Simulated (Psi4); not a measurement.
**B3LYP/6-31G(d) (Cartesian functions) run of CH4BN (SMILES [BH3-][N+]#C)**

What is the vertical electron affinity of CH4BN at B3LYP/6-31G* (Cartesian functions)? 

Program for the calculation: Psi4 1.11.

1 further run of the same task is left out (set aside as unsound or not needed).

### 1 Starting point

The species is CH4BN (7 atoms), meant as a singlet with charge 0. SMILES: `[BH3-][N+]#C`. The coordinates come from a GFN2-xTB relaxation.

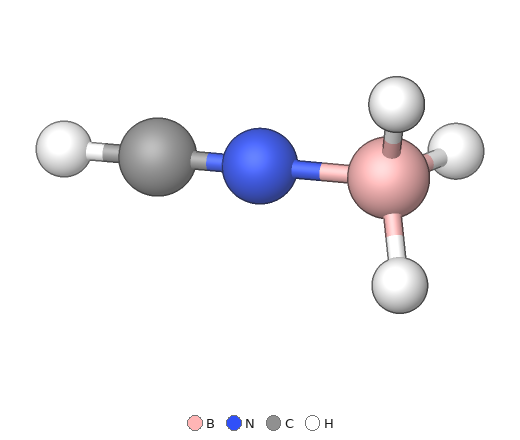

The structure, seen from a chosen angle (boron pink, nitrogen blue, carbon grey, hydrogen white).

### 2 Energy and gradient at B3LYP/6-31G(d) (Cartesian functions)

calc.dat reads:

```
memory 1600 MB

molecule {
  0 1
  B     -0.679270     0.619350    -0.271430
  N      0.343100    -0.317340     0.137940
  C      1.158210    -1.058740     0.463380
  H     -1.600190    -0.041380    -0.638300
  H     -0.196850     1.266380    -1.147890
  H     -0.931780     1.266950     0.696120
  H      1.906790    -1.735220     0.760180
  symmetry c1
  no_reorient
  no_com
}

set {
  basis                6-31G*
  puream               false
  e_convergence        1e-09
  d_convergence        1e-08
  scf_type             pk
  dft_radial_points    99
  dft_spherical_points 590
}

result, w = gradient('b3lyp', return_wfn=True)
oeprop(w, 'MULLIKEN_CHARGES', 'QUADRUPOLE', 'LOWDIN_CHARGES', title='B3LYP')
print_variables()
```

Launch:

```console
$ psi4 -n 1 calc.dat calc.out
```

calc.out:

```text
[...]
  Running in c1 symmetry.
[...]
  Nuclear repulsion =   59.851435501977981
[...]
  Multiplicity = 1
[...]
  Nalpha       = 11
  Nbeta        = 11
[...]
    Number of basis functions: 53
[...]
   @RKS iter   1:  -119.84860567244633   -3.28311e-01   1.17237e-02 ADIIS/DIIS
[...]
   @RKS iter  10:  -120.06541477593275   -2.10605e-11   5.62875e-09 DIIS
[...]
    Orbital Energies [Eh]
    ---------------------
    Doubly Occupied:
       1A    -14.435482     2A    -10.297300     3A     -6.678548
       4A     -0.996045     5A     -0.677734     6A     -0.610340
       7A     -0.441786     8A     -0.441760     9A     -0.389461
      10A     -0.282730    11A     -0.282689
[...]
  @RKS Final Energy:  -120.06541477593275
   => Energetics <=
    Nuclear Repulsion Energy =             59.8514355019779813
    One-Electron Energy =                -278.3740090727579286
    Two-Electron Energy =                 112.8973840850862871
    DFT Exchange-Correlation Energy =     -14.4402252902390984
    Empirical Dispersion Energy =           0.0000000000000000
    VV10 Nonlocal Energy =                  0.0000000000000000
    Total Energy =                       -120.0654147759327515
[...]
  -Total Gradient:
     Atom            X                  Y                   Z
    ------   -----------------  -----------------  -----------------
       1        0.019133967251    -0.017356132442     0.007572053823
       2       -0.022756623397     0.020564326146    -0.008934037493
       3        0.004119550251    -0.003700046061     0.001661968428
       4        0.008612559035     0.004056124221     0.003420813478
       5       -0.002543162868    -0.006283095886     0.007420512889
       6        0.003380906419    -0.006407355356    -0.007134886580
       7       -0.009948024835     0.009126841100    -0.004006787914
[...]
 Multipole Moments:
 ------------------------------------------------------------------------------------
     Multipole            Electronic (a.u.)      Nuclear  (a.u.)        Total (a.u.)
 ------------------------------------------------------------------------------------
 L = 1.  Multiply by 2.5417464519 to convert [e a0] to [Debye]
 Dipole X            :         -8.1952146            9.6991705            1.5039559
 Dipole Y            :          7.5495114           -8.9201498           -1.3706384
 Dipole Z            :         -3.2905478            3.8906059            0.6000581
 Magnitude           :                                                    2.1214624
 L = 2.  Multiply by 1.3450342976 to convert [e a0^2] to [Debye ang]
 Quadrupole XX       :        -77.4774686           65.2904367          -12.1870318
 Quadrupole XY       :         50.6102714          -53.1925613           -2.5822900
[...]
  Mulliken Charges: (a.u.)
   Center  Symbol    Alpha    Beta     Spin     Total
       1     B     2.58918  2.58918  0.00000 -0.17836
       2     N     3.53594  3.53594  0.00000 -0.07189
       3     C     2.95790  2.95790  0.00000  0.08420
       4     H     0.52217  0.52217  0.00000 -0.04435
       5     H     0.52216  0.52216  0.00000 -0.04431
       6     H     0.52222  0.52222  0.00000 -0.04444
       7     H     0.35043  0.35043  0.00000  0.29915
   Total alpha = 11.00000, Total beta = 11.00000, Total charge = -0.00000
  Lowdin Charges: (a.u.)
[...]
```

It took 7.5 s on 1 thread of Intel Xeon 6975P-C (Granite Rapids), shared host; peak memory 0.8 GiB.

### 3 The doublet anion, same level

ch4bn.py reads:

```python
import psi4

psi4.set_memory('1600 MB')
psi4.set_num_threads(1)
psi4.core.set_output_file('run.log', False)

geom = psi4.geometry("""
-1 2
B     -0.679270     0.619350    -0.271430
N      0.343100    -0.317340     0.137940
C      1.158210    -1.058740     0.463380
H     -1.600190    -0.041380    -0.638300
H     -0.196850     1.266380    -1.147890
H     -0.931780     1.266950     0.696120
H      1.906790    -1.735220     0.760180
symmetry c1
""")

psi4.set_options({
    'reference': 'uks',
    'puream': False,
    'e_convergence': 1e-09,
    'd_convergence': 1e-08,
    'scf_type': 'pk',
    'dft_radial_points': 99,
    'dft_spherical_points': 590,
    'maxiter': 200,
})

e_tot, wfn = psi4.gradient("b3lyp/6-31G*", return_wfn=True)
psi4.oeprop(wfn, "DIPOLE", "QUADRUPOLE", "LOWDIN_CHARGES")
print('gradient / Eh bohr^-1')
print(e_tot.np.round(6))
print(f'energy = {wfn.energy():.10f} Eh')
```

Launch:

```console
$ python ch4bn.py
```

run.log, shortened:

```text
[...]
  Running in c1 symmetry.
[...]
  Nuclear repulsion =   59.851435501977981
[...]
  Multiplicity = 2
[...]
  Nalpha       = 12
  Nbeta        = 11
[...]
    Number of basis functions: 53
[...]
   @UKS iter   1:  -119.64924951618256   -1.28955e-01   1.46220e-02 ADIIS/DIIS
[...]
   @UKS iter  29:  -119.99540282621767   -7.24754e-13   4.50735e-10 DIIS
[...]
   @S^2 Observed:                7.525200118E-01
[...]
  @UKS Final Energy:  -119.99540282621767
   => Energetics <=
    Nuclear Repulsion Energy =             59.8514355019779813
    One-Electron Energy =                -284.4824790894653574
    Two-Electron Energy =                 119.3664032465008518
    DFT Exchange-Correlation Energy =     -14.7307624852311534
    Empirical Dispersion Energy =           0.0000000000000000
    VV10 Nonlocal Energy =                  0.0000000000000000
    Total Energy =                       -119.9954028262176706
[...]
  -Total Gradient:
     Atom            X                  Y                   Z
    ------   -----------------  -----------------  -----------------
       1       -0.003703897387     0.003243172016     0.000988759556
       2        0.086832306694    -0.079867522698     0.025828022861
       3       -0.115524167581     0.107151717455    -0.045259617237
       4        0.025419406950     0.002763901673     0.010429755012
       5        0.002165248568    -0.021757094824     0.020556633796
       6        0.008952426975    -0.014202147947    -0.011523064200
       7       -0.004142200999     0.002668704551    -0.001020892822
[...]
 Multipole Moments:
 ------------------------------------------------------------------------------------
     Multipole            Electronic (a.u.)      Nuclear  (a.u.)        Total (a.u.)
 ------------------------------------------------------------------------------------
[...]
```

The script printed:

```text
gradient / Eh bohr^-1
[[-0.003704  0.003243  0.000989]
 [ 0.086832 -0.079868  0.025828]
 [-0.115524  0.107152 -0.04526 ]
 [ 0.025419  0.002764  0.01043 ]
 [ 0.002165 -0.021757  0.020557]
 [ 0.008952 -0.014202 -0.011523]
 [-0.004142  0.002669 -0.001021]]
energy = -119.9954028262 Eh
```

It took 23 s on 1 thread of Intel Xeon 6975P-C (Granite Rapids), shared host; peak memory 0.81 GiB.

### 4 What came out

Level: B3LYP/6-31G* (Cartesian functions).

```
                                         quantity          value
                      singlet CH4BN: total energy  -120.06541 Eh
                     singlet CH4BN: dipole moment         5.39 D
                       singlet CH4BN: HOMO energy       -7.69 eV
                       singlet CH4BN: LUMO energy       -0.85 eV
                     singlet CH4BN: HOMO–LUMO gap        6.84 eV
          singlet CH4BN: largest force on an atom     1.643 eV/Å
                      doublet anion: total energy  -119.99540 Eh
doublet anion: HOMO energy (highest over α and β)        4.72 eV
 doublet anion: LUMO energy (lowest over α and β)        6.87 eV
                              doublet anion: ⟨S²⟩          0.753
          doublet anion: largest force on an atom     8.430 eV/Å
vertical electron affinity (to the doublet anion)      -1.905 eV
```

**Reading.** The anion lies 1.91 eV (44 kcal/mol) above the neutral: the electron isn't bound at this level, and such a value depends on the basis. Without diffuse functions anions come out too high. The largest force (singlet CH4BN) is 1.64 eV/Å: the shape isn't a stationary point for this species at this level. The HOMO (doublet anion) lies at positive energy, 4.72 eV; only total energies tell whether the electron is bound.
